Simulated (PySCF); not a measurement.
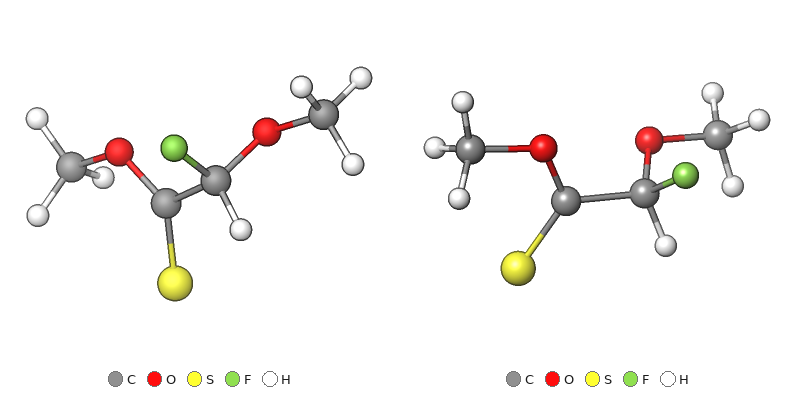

Two views of one molecule.

Computed geometry: GFN2-xTB optimisation. No frequency run is at hand to confirm it as a minimum.

> Give the formula.

C₄H₇FO₂S, 15 atoms: 4 carbon, 7 hydrogen, 1 fluorine, 2 oxygen and 1 sulfur.

> Does it have rings?

It has no ring.

> Name functional groups in it.

Among them: ether, C–F bond.

> How many bonds of each kind are drawn?

7 C–H, 4 C–O, 1 C–S, 1 C–C, 1 C–F.

More results for the same structure follow; atom numbers are the same in all pictures, views and colours differ.

## Shape

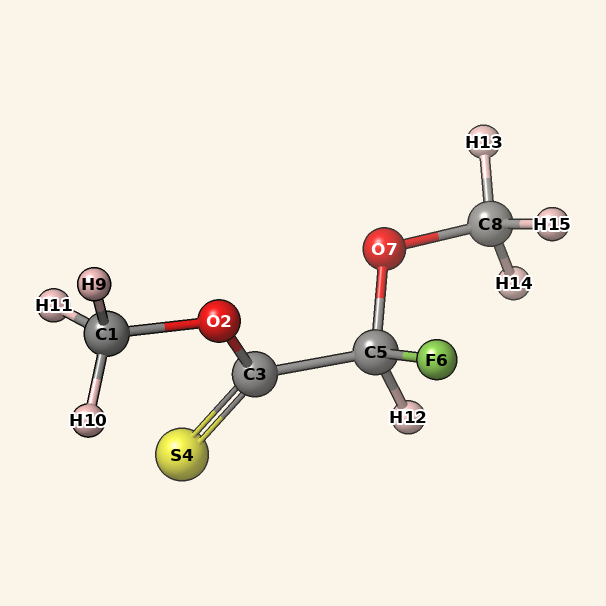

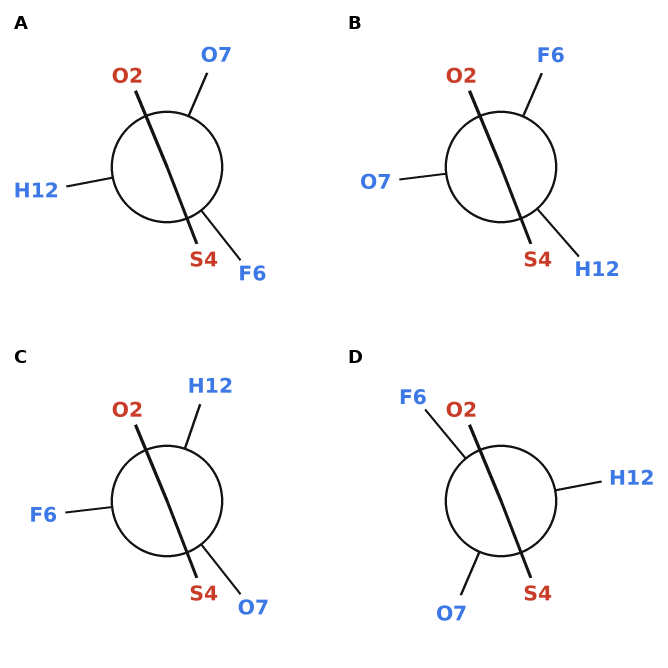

Atoms fade into the background with distance from the viewer. Bonds that would overlap in a projection are set slightly apart. No frequency run is at hand to confirm it as a minimum.

> Which Newman projection shows the view along C3–C5, with C3 in front?

B. The torsion angle S4–C3–C5–F6 is −135°, anticlinal.

## NMR shielding

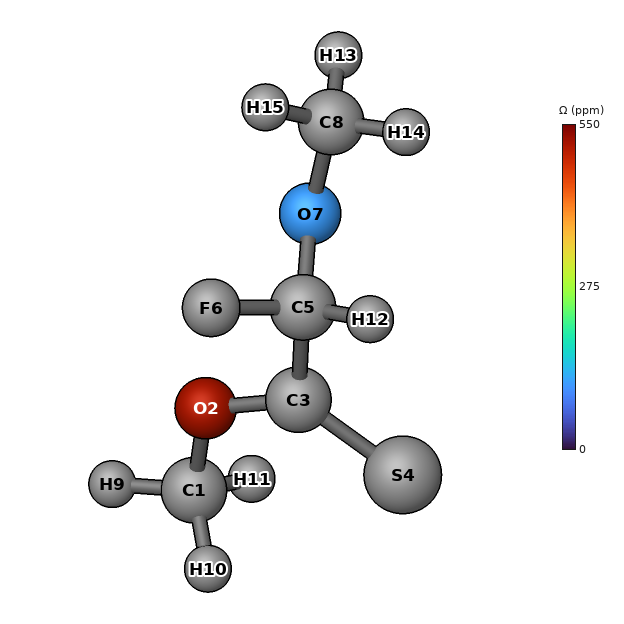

The O atoms are coloured by the span of their shielding tensor. No frequency run is at hand to confirm it as a minimum. Properties computed with GIAO PBE0/pcSseg-1 NMR shielding, non-relativistic, gas phase (PySCF 2.14.0). Principal shieldings σ11 ≤ σ22 ≤ σ33, span Ω = σ33 − σ11, skew κ = 3(σiso − σ22)/Ω.

> Which O atom has the most anisotropic shielding?

O2, with a span of 513 ppm.

Give the shielding tensors of the O atoms.

```tsv
atom	σ11	σ22	σ33	σiso	Ω	κ
O2	−220.6	124.1	292.7	65.4	513.3	−0.34
O7	184.4	279.1	297.9	253.8	113.5	−0.67
```

Shieldings and span in ppm.

## Electronic properties

No frequency run is at hand to confirm it as a minimum. Method: PBE0/def2-SVPD, gas phase (PySCF 2.14.0). Excitations: vertical, linear response.

> Estimate the dipole moment.

1.09 D.

> Estimate the HOMO–LUMO gap.

5.14 eV.

> Give the HOMO energy (Kohn–Sham orbital) at this level.

−6.95 eV.

> What is the mean static polarisability?

80.9 bohr³.

## Quadrupole coupling

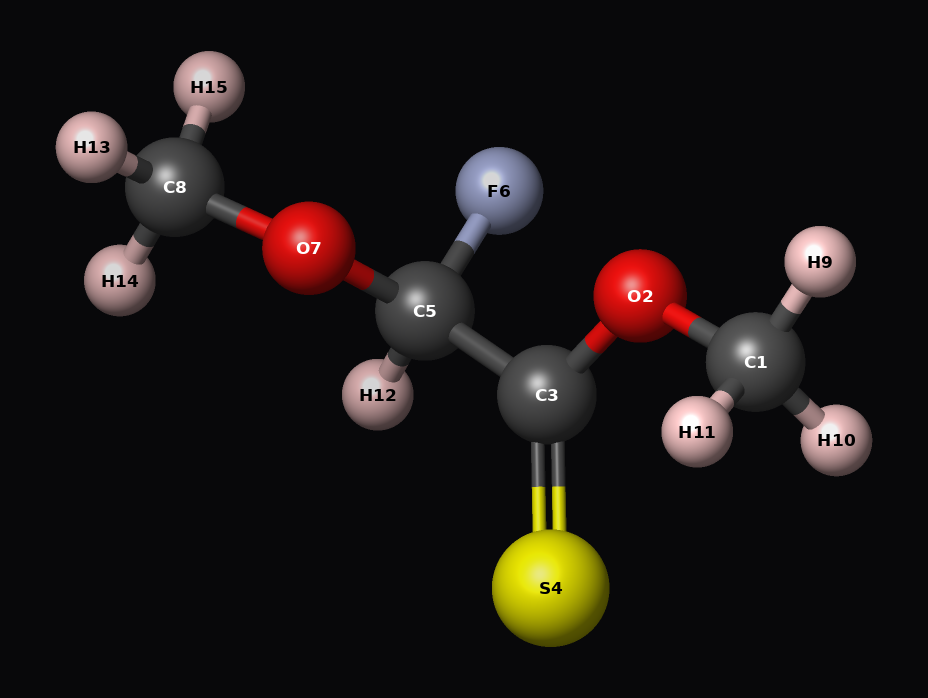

No frequency run is at hand to confirm it as a minimum. Electric field gradients from the ground-state density, PBE0/pcSseg-1 (PySCF 2.14.0), non-relativistic apart from any core potentials.

Give the largest field-gradient component, the quadrupole coupling constant and the asymmetry for 17O at O2 (Q = −25.6 mb), 33S at S4 (Q = −67.81 mb), 17O at O7 (Q = −25.6 mb), 2H at H9 (Q = 2.86 mb), 2H at H10 (Q = 2.86 mb), 2H at H11 (Q = 2.86 mb), 2H at H12 (Q = 2.86 mb).

| atom | V_zz (a.u.) | e²qQ/h (MHz) | η |
| --- | --- | --- | --- |
| O2 | 1.672 | −10.06 | 0.20 |
| S4 | −2.574 | 41.0 | 0.15 |
| O7 | 1.975 | −11.88 | 0.86 |
| H9 | 0.305 | 0.205 | 0.08 |
| H10 | 0.291 | 0.196 | 0.11 |
| H11 | 0.292 | 0.196 | 0.11 |
| H12 | 0.259 | 0.174 | 0.02 |
